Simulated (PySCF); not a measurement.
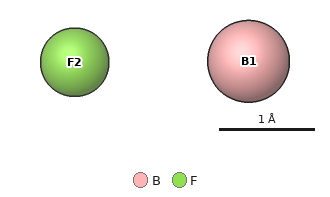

The structure as given in the input (ball-and-stick view, seen on its broad side; atoms are numbered from 1 in the order of the input).

## Single-point calculation of BF

- system: BF
- method: RHF/6-31g*, ccsd(t) (PySCF 2.14.0)

**Log**
```
PySCF version 2.14.0

[INPUT] verbose = 4
[INPUT] num. atoms = 2
[INPUT] num. electrons = 14
[INPUT] charge = 0
[INPUT] spin (= nelec alpha-beta = 2S) = 0
[INPUT] symmetry False subgroup None
[INPUT] Mole.unit = angstrom
[INPUT] Symbol           X                Y                Z      unit          X                Y                Z       unit  Magmom
[INPUT]  1 B      0.000000000000   0.000000000000   0.000000000000 AA    0.000000000000   0.000000000000   0.000000000000 Bohr   0.0
[INPUT]  2 F      0.000000000000   0.000000000000   1.835000000000 AA    0.000000000000   0.000000000000   3.467647438577 Bohr   0.0

nuclear repulsion = 12.9770978154768
number of shells = 12
number of NR pGTOs = 54
number of NR cGTOs = 28
basis = 6-31g*
ecp = {}

******** <class 'pyscf.scf.hf.RHF'> ********
method = RHF
initial guess = minao
damping factor = 0
level_shift factor = 0
DIIS = <class 'pyscf.scf.diis.CDIIS'>
diis_start_cycle = 1
diis_space = 8
diis_damp = 0
SCF conv_tol = 1e-09
SCF conv_tol_grad = None
SCF max_cycles = 50
direct_scf = True
direct_scf_tol = 1e-13
Set gradient conv threshold to 3.16228e-05
Initial guess from minao.
init E= -123.525758571837
  HOMO = -0.378772559801967  LUMO = 0.0510291029701076  gap/eV = 11.69550
cycle= 1 E= -123.86819963246  delta_E= -0.342  |g|= 0.674  |ddm|= 0.813
  HOMO = -0.329663384612976  LUMO = -0.00284758515222809  gap/eV = 8.89311
cycle= 2 E= -123.90820558261  delta_E= -0.04  |g|= 0.664  |ddm|= 0.841
  HOMO = -0.458332709161918  LUMO = 0.0284246649936508  gap/eV = 13.24534
cycle= 3 E= -123.982690240606  delta_E= -0.0745  |g|= 0.0463  |ddm|= 0.331
  HOMO = -0.458369061240693  LUMO = 0.0418372722105487  gap/eV = 13.61131
cycle= 4 E= -123.984469389825  delta_E= -0.00178  |g|= 0.0166  |ddm|= 0.0826
  HOMO = -0.454960648880181  LUMO = 0.043254012682277  gap/eV = 13.55711
cycle= 5 E= -123.9847655526  delta_E= -0.000296  |g|= 0.00515  |ddm|= 0.037
  HOMO = -0.454504030691538  LUMO = 0.0427278350415088  gap/eV = 13.53037
cycle= 6 E= -123.984799725377  delta_E= -3.42e-05  |g|= 0.00153  |ddm|= 0.013
  HOMO = -0.453901922297927  LUMO = 0.0431339231824199  gap/eV = 13.52503
cycle= 7 E= -123.984801929265  delta_E= -2.2e-06  |g|= 0.000153  |ddm|= 0.00369
  HOMO = -0.453910551447983  LUMO = 0.0431485351606498  gap/eV = 13.52567
cycle= 8 E= -123.984801937371  delta_E= -8.11e-09  |g|= 2.2e-05  |ddm|= 0.00023
  HOMO = -0.453907192300556  LUMO = 0.0431487663164748  gap/eV = 13.52558
cycle= 9 E= -123.9848019377  delta_E= -3.29e-10  |g|= 2.73e-06  |ddm|= 4.96e-05
  HOMO = -0.453907834690231  LUMO = 0.0431480507274117  gap/eV = 13.52558
Extra cycle  E= -123.984801937704  delta_E= -3.92e-12  |g|= 9.71e-07  |ddm|= 3.93e-06
converged SCF energy = -123.984801937704

******** <class 'pyscf.cc.ccsd.CCSD'> ********
CC2 = 0
CCSD nocc = 5, nmo = 26
frozen orbitals 2
max_cycle = 50
direct = 0
conv_tol = 1e-07
conv_tol_normt = 1e-05
diis_space = 6
diis_start_cycle = 0
diis_start_energy_diff = 1e+09
Init t2, MP2 energy = -124.227203357007  E_corr(MP2) -0.242401419303569
Init E_corr(CCSD) = -0.242401419303896
cycle = 1  E_corr(CCSD) = -0.240495654860687  dE = 0.00190576444  norm(t1,t2) = 0.095478
cycle = 2  E_corr(CCSD) = -0.256657598478152  dE = -0.0161619436  norm(t1,t2) = 0.0460778
cycle = 3  E_corr(CCSD) = -0.255204602931814  dE = 0.00145299555  norm(t1,t2) = 0.0382967
cycle = 4  E_corr(CCSD) = -0.259453380748077  dE = -0.00424877782  norm(t1,t2) = 0.0132824
cycle = 5  E_corr(CCSD) = -0.259680355632298  dE = -0.000226974884  norm(t1,t2) = 0.00273181
cycle = 6  E_corr(CCSD) = -0.259521156975787  dE = 0.000159198657  norm(t1,t2) = 0.00143407
cycle = 7  E_corr(CCSD) = -0.259520918596292  dE = 2.38379495e-07  norm(t1,t2) = 0.000572819
cycle = 8  E_corr(CCSD) = -0.259530321612514  dE = -9.40301622e-06  norm(t1,t2) = 0.00024964
cycle = 9  E_corr(CCSD) = -0.259533811042394  dE = -3.48942988e-06  norm(t1,t2) = 9.68798e-05
cycle = 10  E_corr(CCSD) = -0.259531061135239  dE = 2.74990715e-06  norm(t1,t2) = 3.00887e-05
cycle = 11  E_corr(CCSD) = -0.259531635242805  dE = -5.74107566e-07  norm(t1,t2) = 1.01641e-05
cycle = 12  E_corr(CCSD) = -0.259531486117053  dE = 1.49125752e-07  norm(t1,t2) = 5.55025e-06
cycle = 13  E_corr(CCSD) = -0.25953169736011  dE = -2.11243057e-07  norm(t1,t2) = 1.23352e-06
cycle = 14  E_corr(CCSD) = -0.259531748066398  dE = -5.0706288e-08  norm(t1,t2) = 7.30357e-07
CCSD converged
E(CCSD) = -124.2443336857702  E_corr = -0.2595317480663983
CCSD(T) correction = -0.00810088127301233
Dipole moment(X, Y, Z, Debye):  0.00000,  0.00000, -2.77046
orbital energies (hartree): [-0.5515 -0.5515 -0.4539  0.0431  0.0431  0.1662]
```

The run was set up as follows.

**Input file**
```python
from pyscf import gto, scf, cc

mol = gto.M(
    atom='B 0 0 0; F 0 0 1.835',
    basis='6-31g*',
    charge=0,
    spin=0,
    verbose=4,
)
mf = scf.RHF(mol)
mf.kernel()
mycc = cc.CCSD(mf, frozen=2)
mycc.kernel()
mycc.ccsd_t()
mf.dip_moment()
print('orbital energies (hartree):', mf.mo_energy[..., max(0, mol.nelec[1]-3):mol.nelec[0]+3].round(4))
```

Command:
```bash
OMP_NUM_THREADS=1 python input.py
```

**Key numbers**

```json
{"quantity": "outcome", "value": "converged"}
{"quantity": "SCF energy", "value": "−123.984802 hartree"}
{"quantity": "(T) correction", "value": "−0.008101 hartree"}
{"quantity": "dipole moment", "value": "2.77 D"}
{"quantity": "hardware", "value": "1 CPU thread, shared host"}
```
